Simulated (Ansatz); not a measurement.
# Calculations on YAl$_{7}$

## 1. Relaxation

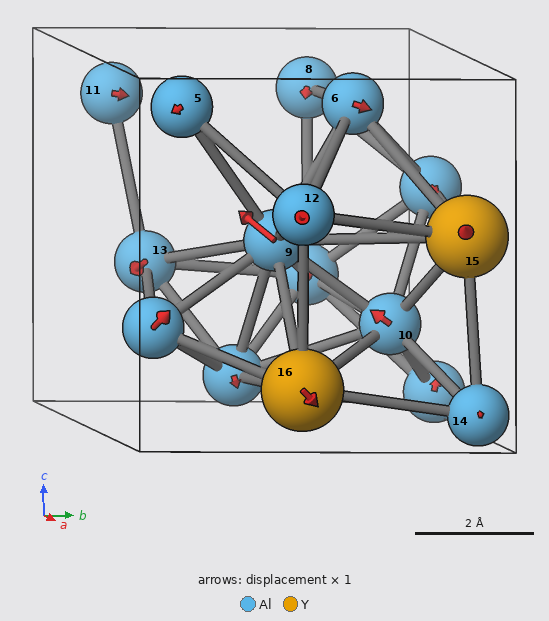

A relaxation of an amorphous cell of composition YAl7 (coarse preliminary run). The starting structure is drawn; red arrows show the displacements (the part carried along by the change of the cell is left out), at their true length.

A ball-and-stick model of the cell of the calculation (origin shifted), seen slightly off an axis.

Case: the quenched liquid.

Computed with Ansatz 0.2.0, DFT PBE, scalar-relativistic, plane waves, PAW.

Input file:
```yaml
crystal:
  lattice:
    - [6.760444, -0.098491, -0.005572]
    - [-0.098491, 6.70851, -0.140852]
    - [-0.005572, -0.140852, 6.408103]
  atoms:
    - { symbol: Al, position: [0.6687258088, 0.1376104789, 0.7296721238] }
    - { symbol: Al, position: [0.9061413517, 0.3328111801, 0.3822763235] }
    - { symbol: Al, position: [0.4685068157, 0.8670150603, 0.4683617285] }
    - { symbol: Al, position: [0.6864027101, 0.6090138403, 0.2261589384] }
    - { symbol: Al, position: [0.9673006157, 0.391727428, 0.9826203566] }
    - { symbol: Al, position: [0.8657226297, 0.8750025946, 0.9789323393] }
    - { symbol: Al, position: [0.6439306428, 0.1537076486, 0.1778950954] }
    - { symbol: Al, position: [0.4769914543, 0.8631281217, 0.9688956274] }
    - { symbol: Al, position: [0.8624258081, 0.6675869717, 0.61156232] }
    - { symbol: Al, position: [0.8840069497, 0.9685998174, 0.3916441231] }
    - { symbol: Al, position: [0.406177256, 0.3640881375, 0.9428701316] }
    - { symbol: Al, position: [0.2207335562, 0.6431026274, 0.7287588065] }
    - { symbol: Al, position: [0.49492639, 0.4282866327, 0.5038642495] }
    - { symbol: Al, position: [0.2171988032, 0.1081541144, 0.1927614078] }
    - { symbol: "Y", position: [0.1617807827, 0.094415828, 0.6640149778] }
    - { symbol: "Y", position: [0.176061534, 0.6528143707, 0.2531219656] }
  symmetry: { detect: false }
basis:
  ecutwfc: 420
kpoints:
  mp_grid: { grid: [2, 2, 2], shift: [0.5, 0.5, 0.5] }
hamiltonian:
  xc: pbe
scf:
  occupations: { method: gaussian, width: 0.1 }
  lower_state_search: "off"
output:
  forces: true
  stress: true
  eigenvalues: true
relax:
  adjacent_minimum: "off"
  f_tol: 0.04
  max_steps: 70
  cell: { stress_tol: 0.3 }
```

Command:
```bash
ansatz run input.yaml --threads 2 --pin off --max-ram 5120MiB --backend cpu --events-out ev --progress --plain --runs-dir out
```

Describe the change and its energy.

Answer. After 10 accepted moves (12 points after the start) the energy has fallen by 151 meV per atom. Largest force component: 1.4 eV/Å at the start, 0.0068 eV/Å at the end. Pressure: 5.32 GPa at the start and 0.08 GPa at the end. The line search rejected the trial step at point 8 of the run. The SCF was repeated once at an unchanged geometry on a basis and grid sized afresh for the cell, which shifted the energy by 1.4 meV per atom at most. The largest move relative to the cell is that of Al9, 0.97 Å along [−2 −1 1]. By element the largest moves are Al 0.97 Å, Y 0.46 Å. Cell: a 6.761 → 6.583 Å (−2.6 %), b 6.711 → 7.547 Å (+12.5 %), c 6.410 → 6.024 Å (−6.0 %), α 92.5° → 93.0°, β 90.1° → 89.8°, γ 91.7° → 93.3°. Volume +2.7 %. Among the contacts that change: Al9–Al11 4.266 → 3.039 Å, Al9–Y15 3.463 → 4.571 Å, Al2–Al13 4.082 → 2.991 Å, Al4–Al9 4.148 → 3.067 Å. Among the angles between lasting bonds that change: Al9–Al2–Al14 139.0° → 176.0°, Al4–Al9–Al12 131.6° → 98.6°, Al6–Al9–Al13 116.8° → 149.3°. Cost: 59 s on 2 threads of Arm Neoverse V1, on a shared host, peak memory 0.49 GiB.

Limits of the set-up: the k-point mesh is coarse for a cell with partly filled bands; the periodic images lie only 6.4 Å apart, so the values are limited by the cell's size.

## 2. Dynamics

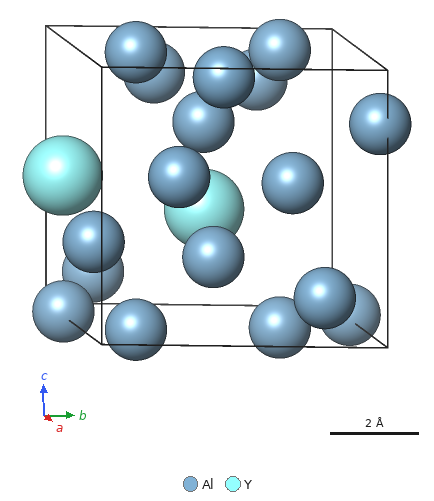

Starting frame of a dynamics run of an amorphous cell of composition YAl7 (16 atoms in the cell). The picture is a spheres-only view of the simulation cell, seen slightly off an axis.

Computed with Ansatz, DFT PBE, scalar-relativistic, plane waves, PAW.

Input file:
```yaml
crystal:
  lattice:
    - [6.760444, -0.098491, -0.005572]
    - [-0.098491, 6.70851, -0.140852]
    - [-0.005572, -0.140852, 6.408103]
  atoms:
    - { symbol: Al, position: [0.8846705735, 0.2934823283, 0.5899848566] }
    - { symbol: Al, position: [0.6943314014, 0.4498169006, 0.2752018103] }
    - { symbol: Al, position: [0.7049017563, 0.0294907625, 0.3261673207] }
    - { symbol: Al, position: [0.9395165627, 0.7915489036, 0.1679252048] }
    - { symbol: Al, position: [0.8848897652, 0.4498050182, 0.9513252438] }
    - { symbol: Al, position: [0.9019360229, 0.9926867269, 0.7920484128] }
    - { symbol: Al, position: [0.6308637469, 0.1916751836, 0.0006490437] }
    - { symbol: Al, position: [0.5438667348, 0.7114255959, 0.0019926089] }
    - { symbol: Al, position: [0.8074319965, 0.7053918623, 0.5615804021] }
    - { symbol: Al, position: [0.0152702029, 0.1614795588, 0.1185537676] }
    - { symbol: Al, position: [0.2237013074, 0.3335176621, 0.8691456768] }
    - { symbol: Al, position: [0.1212373461, 0.7124019483, 0.8325555207] }
    - { symbol: Al, position: [0.5741201486, 0.438676745, 0.7446376407] }
    - { symbol: Al, position: [0.3185620747, 0.9989155535, 0.0176144246] }
    - { symbol: "Y", position: [0.2719097289, 0.0060202214, 0.5004905058] }
    - { symbol: "Y", position: [0.24766408, 0.5043881888, 0.3823556132] }
  symmetry: { detect: false }
basis:
  ecutwfc: 320
  xc_grid: 1
kpoints:
  mp_grid: { grid: [1, 1, 1], shift: [0.25, 0.25, 0.25] }
hamiltonian:
  xc: pbe
scf:
  occupations: { method: fermi_dirac, width: 0.1301 }
  lower_state_search: "off"
  convergence: { dr2_threshold: 1.0e-05 }
output:
  forces: true
  stress: true
md:
  timestep: 3.0
  n_steps: 24
  ensemble: nvt_langevin
  friction: 0.03
  temperature: 1510.0
  initial_velocities: maxwell_boltzmann
  seed: 71608
```

Command:
```bash
ansatz run input.yaml --threads 2 --pin off --max-ram 5120MiB --backend cpu --events-out ev --progress --plain --runs-dir out
```

> Predict how the run goes.

The mean temperature in the second half is 1991 K (standard deviation 334 K). That is above the set 1510 K, because the structure releases potential energy faster than the thermostat removes it. The potential energy in the second half lies on average 82.7 meV per atom below the first frame. The mean pressure there is 12.3 GPa. In the second half of the run the atoms are, in the root-mean-square, this far from where they began (common drift taken out): Al 0.45 Å, Y 0.29 Å. The run lasts only 72 fs, too short to tell vibration from diffusion.

Along the run:

```tsv
time (fs)	potential energy (meV/atom)	T (K)	p (GPa)
0.0	0.0	1416	14.5
6.0	26.5	1385	14.9
12.0	47.4	1242	15.1
18.0	56.4	1309	15.4
24.0	8.4	2092	15.0
30.0	-31.6	2272	14.3
36.0	-55.9	2175	13.6
42.0	-72.8	1784	12.7
48.0	-93.0	2435	12.7
54.0	-98.0	2419	12.4
60.0	-83.1	1896	12.0
66.0	-80.1	1535	11.6
72.0	-91.9	1678	11.4
```

The paths of the atoms:

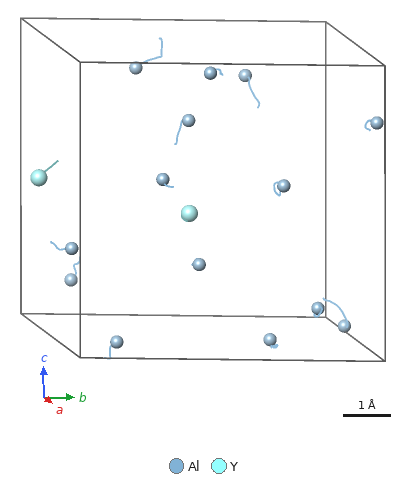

Limits of the set-up: the k-point mesh is coarse for a cell with partly filled bands; the cutoff lies below the recommended one; the periodic images lie only 6.4 Å apart, so the values are limited by the cell's size.

Cost: 16 s on 2 threads of Arm Neoverse V1, on a shared host, peak memory 0.34 GiB.

## 3. Dynamics

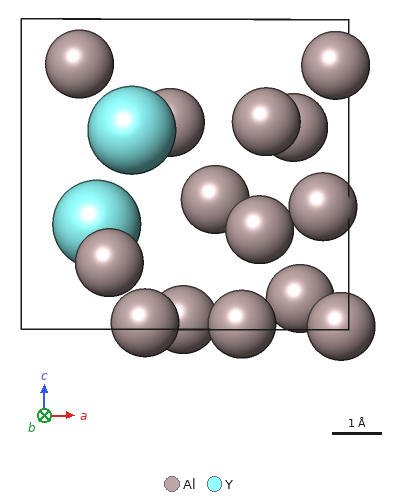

Starting frame of a dynamics run of an amorphous cell of composition YAl$_{7}$ (16 atoms in the cell). It starts from the last geometry of an earlier run, with fresh velocities. The picture is a spheres-only view of the simulation cell, seen along the b axis.

These are results of Ansatz 0.2.0, DFT PBE, scalar-relativistic, plane waves, PAW, not measurements.

Input file:
```yaml
crystal:
  lattice:
    - [6.760444, -0.098491, -0.005572]
    - [-0.098491, 6.70851, -0.140852]
    - [-0.005572, -0.140852, 6.408103]
  atoms:
    - { symbol: Al, position: [0.7440163065, 0.2824350758, 0.6664911005] }
    - { symbol: Al, position: [0.7236533009, 0.3830593595, 0.3183268744] }
    - { symbol: Al, position: [0.5881267694, 0.8188954733, 0.4154172526] }
    - { symbol: Al, position: [0.8477348397, 0.7363471337, 0.0968646712] }
    - { symbol: Al, position: [0.972551879, 0.3952957061, 0.0074849996] }
    - { symbol: Al, position: [0.9559331642, 0.0116026125, 0.8487912134] }
    - { symbol: Al, position: [0.6694403293, 0.1147491077, 0.0135804639] }
    - { symbol: Al, position: [0.490260892, 0.8068467915, 0.0278287242] }
    - { symbol: Al, position: [0.827614026, 0.6391275422, 0.6482223655] }
    - { symbol: Al, position: [0.917060943, 0.0537621021, 0.3928842841] }
    - { symbol: Al, position: [0.3736146389, 0.3340560494, 0.0173019516] }
    - { symbol: Al, position: [0.1737306254, 0.679476188, 0.8509262532] }
    - { symbol: Al, position: [0.4510692793, 0.5037667185, 0.6634125602] }
    - { symbol: Al, position: [0.2646273537, 0.0439070126, 0.2109797943] }
    - { symbol: "Y", position: [0.3333429965, 0.1136603689, 0.6379153761] }
    - { symbol: "Y", position: [0.226166328, 0.6172009664, 0.3348679562] }
  symmetry: { detect: false }
basis:
  ecutwfc: 420
  xc_grid: 1
kpoints:
  mp_grid: { grid: [1, 1, 1], shift: [0.25, 0.25, 0.25] }
hamiltonian:
  xc: pbe
scf:
  occupations: { method: fermi_dirac, width: 0.0939 }
  lower_state_search: "off"
  convergence: { dr2_threshold: 1.0e-05 }
output:
  forces: true
  stress: true
md:
  timestep: 3.0
  n_steps: 250
  ensemble: nvt_langevin
  friction: 0.03
  temperature: 1090.0
  initial_velocities: maxwell_boltzmann
  seed: 71610
```

Run as
```bash
ansatz run input.yaml --threads 2 --pin off --max-ram 5120MiB --backend cpu --events-out ev --progress --plain --runs-dir out
```

### Predict how the run goes.

The mean temperature in the second half is 1177 K (standard deviation 202 K). The potential energy in the second half lies on average 38.6 meV per atom below the first frame. The mean pressure there is 10.1 GPa. Root-mean-square distances from the starting positions over the second half, with the common drift of all atoms taken out: Al 0.57 Å, Y 0.55 Å. Against the typical shortest distance between atoms in the first frame, about 2.5 Å these are large excursions, but over 750 fs one can't yet tell strong vibration from the start of diffusion.

Along the run (each row but the first and the last is the mean over the interval that it begins):

| time (fs) | potential energy (meV/atom) | T (K) | p (GPa) |
| --- | --- | --- | --- |
| 0.0 | 0.0 | 1022 | 13.2 |
| 123.0 | -42.2 | 1036 | 11.4 |
| 246.0 | -24.9 | 1028 | 11.0 |
| 369.0 | -19.4 | 1117 | 10.4 |
| 492.0 | -36.3 | 1238 | 10.3 |
| 615.0 | -58.8 | 1181 | 9.7 |
| 738.0 | -41.1 | 988 | 10.0 |

The paths of the atoms:

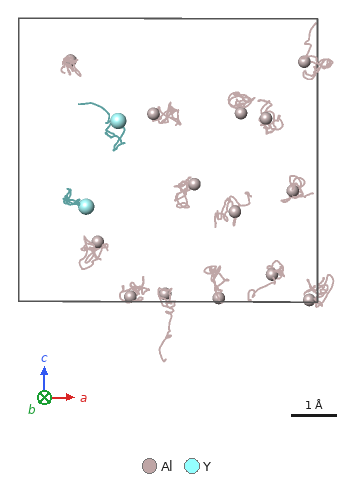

Limits of the set-up: the k-point mesh is coarse for a cell with partly filled bands; the periodic images lie only 6.4 Å apart, so the values are limited by the cell's size.

Cost: 3.1 min on 2 threads of Arm Neoverse V1 (shared host), peak memory 0.38 GiB.
